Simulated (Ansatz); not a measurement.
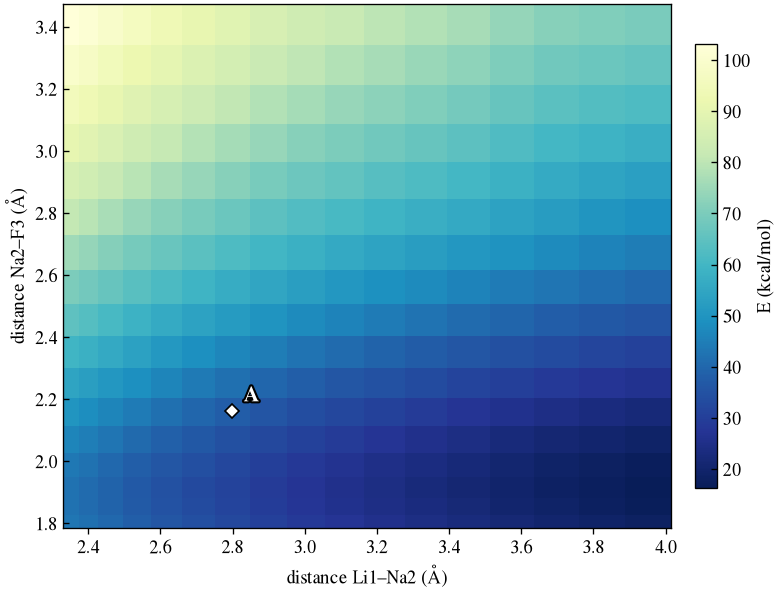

The system Li⁺ + NaF. 
- Coordinates scanned: (1) distance Li1–Na2; (2) distance Na2–F3.
- Nothing is relaxed (the angle Li1–Na2–F3 is fixed at 120 degrees).
- The grid has 17 × 17 points.
- Energies are in kcal/mol, from Li with charge +1 far from the relaxed NaF (each part in its own basis).
- The D4 coefficients can switch as the alkali atoms part, which puts small steps into the map.
- The calculation used RKS PBE0-D4/def2-SVPD (Ansatz).

Drawn: one coloured cell a grid point, the point A.

Q: Is A at rest? If not, where is it pushed?

A: A, at distance Li1–Na2 = 2.799 Å, distance Na2–F3 = 2.161 Å, is not a stationary point. The computed force is 21 kcal/mol for each Å towards larger values of distance Li1–Na2 and 42 kcal/mol for each Å towards smaller values of distance Na2–F3.
